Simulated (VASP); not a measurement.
# Y with PBEsol: from relaxation to properties, part 3 of 4

Aim: relax Y, then compute properties on the relaxed cell. Left out of this account: 1 further run (bands with PBEsol: it diverged and was aborted). The start is a cell from a database of measured crystal structures.

VASP 6.6.1; PBEsol; plane waves and PAW (Y_sv).

Still holding for the runs below: The k-mesh is coarse for a metal.

So far. Step 5 (Bands along the symmetry lines (PBEsol)): Of the bands kept, 2 cross the Fermi level on this path. Step 6 (Total and projected DOS (PBEsol)): The finer mesh and the other smearing move the Fermi level by -0.01 eV from the 7×7×4 run, a small shift, which tests the Fermi level alone. Of the states within 0.3 eV of the Fermi level, the largest shares in the PAW spheres are Y d 45 % and Y p 18 %. The rest lies in smaller channels or between the spheres.

## Step 7: Volume scan with PBEsol, volume scale 0.94

An equation of state needs energies on both sides of the minimum, all on one mesh and cutoff.

INCAR reads:

```
SYSTEM = Y
PREC = Accurate
ENCUT = 400
EDIFF = 1E-06
NELM = 100
ISMEAR = 1
SIGMA = 0.2
LREAL = .FALSE.
ALGO = Normal
GGA = PS
NBANDS = 17
LASPH = .TRUE.
LORBIT = 11
LWAVE = .FALSE.
LCHARG = .FALSE.
KPAR = 2
ISIF = 2
```

POSCAR reads:

```
Y
1.0
    3.5303427417      0.0000000000      0.0000000000
   -1.7651713709      3.0573664985      0.0000000000
    0.0000000000      0.0000000000      5.4596807321
Y
2
Direct
    0.3333333333      0.6666666667      0.2500000000
    0.6666666667      0.3333333333      0.7500000000
```

KPOINTS reads:

```
Automatic mesh
0
Gamma
7 7 4
0 0 0
```

The projector-augmented-wave data sets are Y_sv (PBE family, release 64).

Run with:

```bash
$ mpirun -np 2 vasp_std
```

What it wrote:

```text
[... set-up lines as in an earlier step ...]
 entering main loop
       N       E                     dE             d eps       ncg     rms          rms(c)
DAV:   1     0.777467478176E+02    0.77747E+02   -0.10026E+04   816   0.103E+03
DAV:   2    -0.742879406151E+01   -0.85176E+02   -0.83732E+02  1044   0.241E+02
DAV:   3    -0.138290639858E+02   -0.64003E+01   -0.63453E+01  1386   0.414E+01
DAV:   4    -0.139968431227E+02   -0.16778E+00   -0.16752E+00  1010   0.625E+00
DAV:   5    -0.140005297355E+02   -0.36866E-02   -0.36863E-02  1144   0.737E-01    0.362E+01
DAV:   6    -0.136681435050E+02    0.33239E+00   -0.42619E-01   877   0.425E+00    0.224E+01
DAV:   7    -0.136229689468E+02    0.45175E-01   -0.84896E-01  1131   0.542E+00    0.184E+00
DAV:   8    -0.136098050490E+02    0.13164E-01   -0.14473E-01   995   0.234E+00    0.569E-01
DAV:   9    -0.136096131522E+02    0.19190E-03   -0.47516E-03  1122   0.457E-01    0.198E-01
DAV:  10    -0.136096087239E+02    0.44283E-05   -0.79281E-04   961   0.242E-01    0.930E-02
DAV:  11    -0.136096107340E+02   -0.20101E-05   -0.44644E-05  1227   0.499E-02    0.571E-02
DAV:  12    -0.136096073656E+02    0.33684E-05   -0.88475E-06   884   0.234E-02    0.157E-02
DAV:  13    -0.136096080480E+02   -0.68241E-06   -0.13854E-06   673   0.111E-02
   1 F= -.13609608E+02 E0= -.13608388E+02  d E =-.366041E-02
```

Wall time 6.4 s (2 MPI ranks of Intel Xeon 6975P-C (Granite Rapids), shared host); peak memory 0.3 GiB; 10 s of CPU time.

From OUTCAR (step 7):

```text
   ENCUT  =  400.0 eV  29.40 Ry    5.42 a.u.   5.76  5.76  8.90*2*pi/ulx,y,z

   NELECT =      22.0000    total number of electrons

 E-fermi :   3.4557

 k-point     1 :       0.0000    0.0000    0.0000
  band No.  band energies     occupation
    ...
      6     -18.5718      2.00000
      7     -18.5718      2.00000
      8     -18.5054      2.00000
      9      -1.4367      2.00000
     10       1.3894      2.00000
     11       4.8069     -0.00000
     12       5.2182     -0.00000
     13       5.2182     -0.00000
     14       5.7077     -0.00000
     15       5.9442     -0.00000
    ...

  Total        1.0576626      1.0576626      1.1701484     -0.0000000      0.0000000     -0.0000000
  in kB       28.7558439     28.7558439     31.8141194     -0.0000000      0.0000000     -0.0000000
  external PRESSURE =      29.7752691 kB  Pullay stress =       0.0000000 kB

 POSITION                                       TOTAL-FORCE (eV/Angst)
 -----------------------------------------------------------------------------------
     -0.00000      2.03824      1.36492         0.000000      0.000000      0.000000
      1.76517      1.01912      4.09476        -0.000000     -0.000000      0.000000
 -----------------------------------------------------------------------------------
    total drift:                               -0.000000      0.000000     -0.000000

  FREE ENERGIE OF THE ION-ELECTRON SYSTEM (eV)
  ---------------------------------------------------
  free  energy   TOTEN  =       -13.6096080480 eV

  energy  without entropy=      -13.6059476389  energy(sigma->0) =      -13.60838791

[... 5 parts as in an earlier step ...]

[... 11 further parts left out ...]
```

The scan keeps the cell's shape and the fractional positions fixed.

Numbers from this step:

```yaml
bands: 17
irreducible_k_points: 24
free_energy_toten: -13.61 eV
energy_at_zero_smearing: -13.61 eV
fermi_energy: 3.456 eV
pressure: 2.978 GPa
```

The pressure here is 2.98 GPa.

## Step 8: Volume scan with PBEsol, volume scale 0.96

INCAR is that of step 7.

POSCAR reads:

```
Y
1.0
    3.5552051295      0.0000000000      0.0000000000
   -1.7776025647      3.0788979578      0.0000000000
    0.0000000000      0.0000000000      5.4981304548
Y
2
Direct
    0.3333333333      0.6666666667      0.2500000000
    0.6666666667      0.3333333333      0.7500000000
```

KPOINTS is that of step 7.

Run with:

```bash
$ mpirun -np 2 vasp_std
```

What it wrote:

```text
[... set-up lines as in an earlier step ...]
 entering main loop
       N       E                     dE             d eps       ncg     rms          rms(c)
DAV:   1     0.781912572436E+02    0.78191E+02   -0.10045E+04   816   0.103E+03
DAV:   2    -0.697045693091E+01   -0.85162E+02   -0.83770E+02  1015   0.238E+02
DAV:   3    -0.138882228499E+02   -0.69178E+01   -0.68653E+01  1420   0.416E+01
DAV:   4    -0.140335446821E+02   -0.14532E+00   -0.14525E+00   956   0.657E+00
DAV:   5    -0.140379683189E+02   -0.44236E-02   -0.44232E-02  1193   0.801E-01    0.357E+01
DAV:   6    -0.136938654770E+02    0.34410E+00   -0.43544E-01   885   0.427E+00    0.221E+01
DAV:   7    -0.136425391020E+02    0.51326E-01   -0.86559E-01  1107   0.545E+00    0.184E+00
DAV:   8    -0.136292470357E+02    0.13292E-01   -0.15056E-01   996   0.237E+00    0.653E-01
DAV:   9    -0.136289388435E+02    0.30819E-03   -0.47532E-03  1145   0.451E-01    0.245E-01
DAV:  10    -0.136289551547E+02   -0.16311E-04   -0.91885E-04   937   0.266E-01    0.117E-01
DAV:  11    -0.136289544954E+02    0.65931E-06   -0.58131E-05  1250   0.605E-02    0.760E-02
DAV:  12    -0.136289503390E+02    0.41564E-05   -0.10307E-05   949   0.245E-02    0.235E-02
DAV:  13    -0.136289509698E+02   -0.63079E-06   -0.22037E-06   672   0.138E-02
   1 F= -.13628951E+02 E0= -.13628187E+02  d E =-.229262E-02
```

Elapsed: 6.8 s, on 2 MPI ranks; peak memory 0.3 GiB.

Parts of OUTCAR (step 8):

```text
   ENCUT  =  400.0 eV  29.40 Ry    5.42 a.u.   5.80  5.80  8.97*2*pi/ulx,y,z

   NELECT =      22.0000    total number of electrons

 E-fermi :   3.3418

 k-point     1 :       0.0000    0.0000    0.0000
  band No.  band energies     occupation
    ...
      6     -18.7473      2.00000
      7     -18.7473      2.00000
      8     -18.6840      2.00000
      9      -1.5166      2.00000
     10       1.3179      2.00000
     11       4.6166     -0.00000
     12       5.0948     -0.00000
     13       5.0948     -0.00000
     14       5.5719     -0.00000
     15       5.8014     -0.00000
    ...

  Total        0.6986004      0.6986004      0.7603110      0.0000000     -0.0000000     -0.0000000
  in kB       18.5979228     18.5979228     20.2407613      0.0000000     -0.0000000     -0.0000000
  external PRESSURE =      19.1455356 kB  Pullay stress =       0.0000000 kB

 POSITION                                       TOTAL-FORCE (eV/Angst)
 -----------------------------------------------------------------------------------
     -0.00000      2.05260      1.37453        -0.000000      0.000000      0.000000
      1.77760      1.02630      4.12360         0.000000     -0.000000      0.000000
 -----------------------------------------------------------------------------------
    total drift:                               -0.000000      0.000000     -0.000000

  FREE ENERGIE OF THE ION-ELECTRON SYSTEM (eV)
  ---------------------------------------------------
  free  energy   TOTEN  =       -13.6289509698 eV

  energy  without entropy=      -13.6266583533  energy(sigma->0) =      -13.62818676

[... 5 parts as in an earlier step ...]

[... 11 further parts left out ...]
```

This step gave:

```
free energy (TOTEN)     : -13.63 eV
energy at zero smearing : -13.63 eV
Fermi energy            : 3.342 eV
pressure                : 1.915 GPa
```

The pressure falls from 2.98 to 1.91 GPa.

The run ends at a pressure of 1.91 GPa.

## Step 9: Volume scan with PBEsol, volume scale 0.98

INCAR is that of step 8.

POSCAR reads:

```
Y
1.0
    3.5797245604      0.0000000000      0.0000000000
   -1.7898622802      3.1001324079      0.0000000000
    0.0000000000      0.0000000000      5.5360497941
Y
2
Direct
    0.3333333333      0.6666666667      0.2500000000
    0.6666666667      0.3333333333      0.7500000000
```

KPOINTS is that of step 8.

Run with:

```bash
$ mpirun -np 2 vasp_std
```

What it wrote:

```text
[... set-up lines as in an earlier step ...]
 entering main loop
       N       E                     dE             d eps       ncg     rms          rms(c)
DAV:   1     0.768383657202E+02    0.76838E+02   -0.10118E+04   832   0.103E+03
DAV:   2    -0.742190474589E+01   -0.84260E+02   -0.82860E+02  1056   0.239E+02
DAV:   3    -0.138848792561E+02   -0.64630E+01   -0.64292E+01  1409   0.408E+01
DAV:   4    -0.140640187950E+02   -0.17914E+00   -0.17908E+00  1025   0.685E+00
[...]
DAV:  11    -0.136402857330E+02    0.35046E-06   -0.56111E-05  1265   0.587E-02    0.793E-02
DAV:  12    -0.136402815700E+02    0.41630E-05   -0.10537E-05   942   0.251E-02    0.260E-02
DAV:  13    -0.136402821230E+02   -0.55300E-06   -0.21732E-06   714   0.137E-02
   1 F= -.13640282E+02 E0= -.13639930E+02  d E =-.105536E-02
```

The job ended after 6.2 s (2 MPI ranks; peak memory 0.3 GiB).

Parts of OUTCAR (step 9):

```text
  Total        0.3466154      0.3466154      0.3712803      0.0000000     -0.0000000     -0.0000000
  in kB        9.0391696      9.0391696      9.6823910      0.0000000     -0.0000000     -0.0000000
  external PRESSURE =       9.2535767 kB  Pullay stress =       0.0000000 kB

 POSITION                                       TOTAL-FORCE (eV/Angst)
 -----------------------------------------------------------------------------------
     -0.00000      2.06675      1.38401         0.000000     -0.000000      0.000000
      1.78986      1.03338      4.15204        -0.000000      0.000000      0.000000
 -----------------------------------------------------------------------------------
    total drift:                               -0.000000      0.000000     -0.000000

  FREE ENERGIE OF THE ION-ELECTRON SYSTEM (eV)
  ---------------------------------------------------
  free  energy   TOTEN  =       -13.6402821230 eV

  energy  without entropy=      -13.6392267630  energy(sigma->0) =      -13.63993034

[... 1 part as in an earlier step ...]

[... 2 further parts left out ...]
[key lines of the parts left out:]
E-fermi :   3.2319
```

The pressure falls from 1.91 to 0.93 GPa.

The run ends at a pressure of 0.93 GPa.

## Step 10: Volume scan with PBEsol, volume scale 1

INCAR is that of step 9.

POSCAR reads:

```
Y
1.0
    3.6039126222      0.0000000000      0.0000000000
   -1.8019563111      3.1210798839      0.0000000000
    0.0000000000      0.0000000000      5.5734566707
Y
2
Direct
    0.3333333333      0.6666666667      0.2500000000
    0.6666666667      0.3333333333      0.7500000000
```

KPOINTS is that of step 9.

Run with:

```bash
$ mpirun -np 2 vasp_std
```

What it wrote:

```text
[... set-up lines as in an earlier step ...]
 entering main loop
       N       E                     dE             d eps       ncg     rms          rms(c)
[... 14 cycles as in an earlier step ...]
   1 F= -.13644124E+02 E0= -.13644130E+02  d E =0.187347E-04
```

The job ended after 7.6 s (2 MPI ranks; peak memory 0.3 GiB; 12 s of CPU time).

OUTCAR, selected parts (step 10):

```text
[... 6 parts as in an earlier step ...]

[... 1 further part left out ...]
[key lines of the parts left out:]
E-fermi :   3.1257
```

The pressure falls from 0.93 to 0.00 GPa.

The run ends at a pressure of 0.00 GPa.

## Step 11: Volume scan with PBEsol, volume scale 1.02

INCAR is that of step 10.

POSCAR reads:

```
Y
1.0
    3.6277802888      0.0000000000      0.0000000000
   -1.8138901444      3.1417498895      0.0000000000
    0.0000000000      0.0000000000      5.6103680555
Y
2
Direct
    0.3333333333      0.6666666667      0.2500000000
    0.6666666667      0.3333333333      0.7500000000
```

KPOINTS is that of step 10.

Run with:

```bash
$ mpirun -np 2 vasp_std
```

What it wrote:

```text
[... set-up lines as in an earlier step ...]
 entering main loop
       N       E                     dE             d eps       ncg     rms          rms(c)
DAV:   1     0.748055013295E+02    0.74806E+02   -0.10111E+04   824   0.103E+03
DAV:   2    -0.732789359617E+01   -0.82133E+02   -0.80811E+02  1035   0.232E+02
DAV:   3    -0.139267751551E+02   -0.65989E+01   -0.65563E+01  1460   0.406E+01
DAV:   4    -0.140967142493E+02   -0.16994E+00   -0.16987E+00  1013   0.690E+00
[...]
DAV:  12    -0.136410432571E+02    0.42943E-05   -0.29819E-05   900   0.476E-02    0.180E-02
DAV:  13    -0.136410460016E+02   -0.27445E-05   -0.55894E-06   894   0.209E-02    0.343E-03
DAV:  14    -0.136410461015E+02   -0.99939E-07   -0.16080E-07   519   0.326E-03
   1 F= -.13641046E+02 E0= -.13641351E+02  d E =0.915823E-03
```

Run time: 6.8 s. Hardware: 2 MPI ranks; peak memory 0.31 GiB; 11 s of CPU time.

OUTCAR, selected parts (step 11):

```text
  Total       -0.3334632     -0.3334632     -0.3497634      0.0000000      0.0000000      0.0000000
  in kB       -8.3551569     -8.3551569     -8.7635698      0.0000000      0.0000000      0.0000000
  external PRESSURE =      -8.4912945 kB  Pullay stress =       0.0000000 kB

 POSITION                                       TOTAL-FORCE (eV/Angst)
 -----------------------------------------------------------------------------------
     -0.00000      2.09450      1.40259         0.000000      0.000000      0.000000
      1.81389      1.04725      4.20778        -0.000000     -0.000000      0.000000
 -----------------------------------------------------------------------------------
    total drift:                               -0.000000      0.000000     -0.000000

  FREE ENERGIE OF THE ION-ELECTRON SYSTEM (eV)
  ---------------------------------------------------
  free  energy   TOTEN  =       -13.6410461015 eV

  energy  without entropy=      -13.6419619249  energy(sigma->0) =      -13.64135138

[... 1 part as in an earlier step ...]

[... 2 further parts left out ...]
[key lines of the parts left out:]
E-fermi :   3.0234
```

The pressure falls from 0.00 to -0.85 GPa.

The run ends at a pressure of -0.85 GPa.

## Step 12: Volume scan with PBEsol, volume scale 1.04

INCAR is that of step 11.

POSCAR reads:

```
Y
1.0
    3.6513379637      0.0000000000      0.0000000000
   -1.8256689819      3.1621514344      0.0000000000
    0.0000000000      0.0000000000      5.6468000377
Y
2
Direct
    0.3333333333      0.6666666667      0.2500000000
    0.6666666667      0.3333333333      0.7500000000
```

KPOINTS is that of step 11.

Run with:

```bash
$ mpirun -np 2 vasp_std
```

What it wrote:

```text
[... set-up lines as in an earlier step ...]
 entering main loop
       N       E                     dE             d eps       ncg     rms          rms(c)
DAV:   1     0.758680805500E+02    0.75868E+02   -0.10082E+04   816   0.102E+03
DAV:   2    -0.701533641364E+01   -0.82883E+02   -0.81702E+02  1026   0.231E+02
DAV:   3    -0.139323376645E+02   -0.69170E+01   -0.68459E+01  1436   0.414E+01
DAV:   4    -0.141040908576E+02   -0.17175E+00   -0.17155E+00  1002   0.696E+00
[...]
DAV:  12    -0.136315014922E+02    0.39893E-05   -0.29640E-05   911   0.473E-02    0.164E-02
DAV:  13    -0.136315044490E+02   -0.29568E-05   -0.53736E-06   936   0.201E-02    0.335E-03
DAV:  14    -0.136315045505E+02   -0.10154E-06   -0.14546E-07   542   0.313E-03
   1 F= -.13631505E+02 E0= -.13632048E+02  d E =0.163098E-02
```

Run time: 8 s. Hardware: 2 MPI ranks; peak memory 0.31 GiB; 13 s of CPU time.

Parts of OUTCAR (step 12):

```text
  Total       -0.6586163     -0.6586163     -0.6832618      0.0000000      0.0000000      0.0000000
  in kB      -16.1847494    -16.1847494    -16.7903830      0.0000000      0.0000000      0.0000000
  external PRESSURE =     -16.3866273 kB  Pullay stress =       0.0000000 kB

 POSITION                                       TOTAL-FORCE (eV/Angst)
 -----------------------------------------------------------------------------------
     -0.00000      2.10810      1.41170        -0.000000      0.000000      0.000000
      1.82567      1.05405      4.23510         0.000000     -0.000000      0.000000
 -----------------------------------------------------------------------------------
    total drift:                               -0.000000      0.000000     -0.000000

  FREE ENERGIE OF THE ION-ELECTRON SYSTEM (eV)
  ---------------------------------------------------
  free  energy   TOTEN  =       -13.6315045505 eV

  energy  without entropy=      -13.6331355274  energy(sigma->0) =      -13.63204821

[... 1 part as in an earlier step ...]

[... 2 further parts left out ...]
[key lines of the parts left out:]
E-fermi :   2.9247
```

The pressure falls from -0.85 to -1.64 GPa.

The run ends at a pressure of -1.64 GPa.

## Step 13: Volume scan with PBEsol, volume scale 1.06

A prediction first. A parabola through the 6 pressures of evenly scaled cells so far, P = 0.00 -44.3 t +61 t² GPa with t = ln(V/V₁) and V₁ the volume at scale 1, gives -2.37 GPa at t = +0.0583.

INCAR is that of step 12.

POSCAR reads:

```
Y
1.0
    3.6745955205      0.0000000000      0.0000000000
   -1.8372977602      3.1822930694      0.0000000000
    0.0000000000      0.0000000000      5.6827678867
Y
2
Direct
    0.3333333333      0.6666666667      0.2500000000
    0.6666666667      0.3333333333      0.7500000000
```

KPOINTS is that of step 12.

Run with:

```bash
$ mpirun -np 2 vasp_std
```

What it wrote:

```text
[... set-up lines as in an earlier step ...]
 entering main loop
       N       E                     dE             d eps       ncg     rms          rms(c)
DAV:   1     0.736273891757E+02    0.73627E+02   -0.10010E+04   824   0.101E+03
DAV:   2    -0.750794390546E+01   -0.81135E+02   -0.79917E+02  1054   0.230E+02
DAV:   3    -0.139735008260E+02   -0.64656E+01   -0.64459E+01  1448   0.393E+01
DAV:   4    -0.141064850833E+02   -0.13298E+00   -0.13293E+00   996   0.599E+00
[...]
DAV:  12    -0.136160249723E+02    0.29022E-05   -0.28995E-05   895   0.473E-02    0.203E-02
DAV:  13    -0.136160279512E+02   -0.29789E-05   -0.57820E-06   948   0.220E-02    0.368E-03
DAV:  14    -0.136160279831E+02   -0.31896E-07   -0.14590E-07   529   0.313E-03
   1 F= -.13616028E+02 E0= -.13616751E+02  d E =0.216846E-02
```

Elapsed: 6.4 s, on 2 MPI ranks; peak memory 0.32 GiB.

Parts of OUTCAR (step 13):

```text
  Total       -0.9725604     -0.9725604     -1.0007204     -0.0000000      0.0000000      0.0000000
  in kB      -23.4486338    -23.4486338    -24.1275756     -0.0000000      0.0000000      0.0000000
  external PRESSURE =     -23.6749477 kB  Pullay stress =       0.0000000 kB

 POSITION                                       TOTAL-FORCE (eV/Angst)
 -----------------------------------------------------------------------------------
     -0.00000      2.12153      1.42069         0.000000      0.000000      0.000000
      1.83730      1.06076      4.26208        -0.000000     -0.000000      0.000000
 -----------------------------------------------------------------------------------
    total drift:                                0.000000     -0.000000      0.000000

  FREE ENERGIE OF THE ION-ELECTRON SYSTEM (eV)
  ---------------------------------------------------
  free  energy   TOTEN  =       -13.6160279831 eV

  energy  without entropy=      -13.6181964428  energy(sigma->0) =      -13.61675080

[... 1 part as in an earlier step ...]

[... 2 further parts left out ...]
[key lines of the parts left out:]
E-fermi :   2.8295
```

The pressure falls from -1.64 to -2.37 GPa. The parabola predicted -2.37 GPa, which holds within 0.01 GPa.

## Step 14: Side by side

Times are for 2 MPI ranks of Intel Xeon 6975P-C (Granite Rapids), shared host. The runs compared:

```
no.  volume scale  energy above the lowest point (meV/atom)  pressure (GPa)   time  memory (GiB)
  1          0.94                                     17.87           2.978  6.4 s           0.3
  2          0.96                                      7.97           1.915  6.8 s           0.3
  3          0.98                                       2.1          0.9254  6.2 s           0.3
  4             1                                         0        0.002772  7.6 s           0.3
  5          1.02                                      1.39         -0.8491  6.8 s          0.31
  6          1.04                                      6.04          -1.639    8 s          0.31
  7          1.06                                     13.69          -2.367  6.4 s          0.32
```

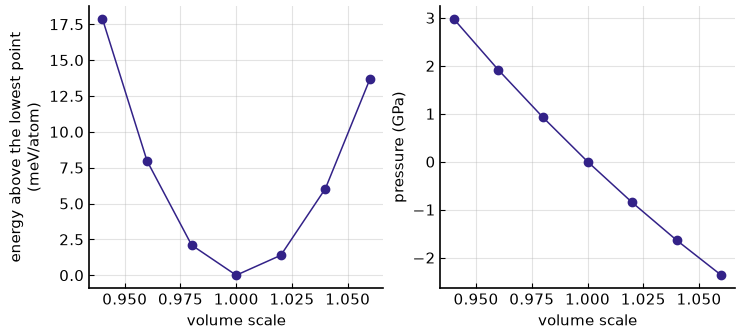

The series as plots.

[end of part 3 of 4]

[Lines on the potential files, build, host, timing and source positions are cut from VASP's logs without a mark.]

[Logs are printed without paths, hosts, clocks, repeated set-up lines and the standing remarks that a program may print on its own settings, such as how far it seeks lower states.]

[Hosts, paths, dates, database ids (printed as entryN), source tags and the programs' standing remarks are cut or masked in the printed files.]

[A measured line is paired with the nearest computed mode of its activity, which favours agreement.]
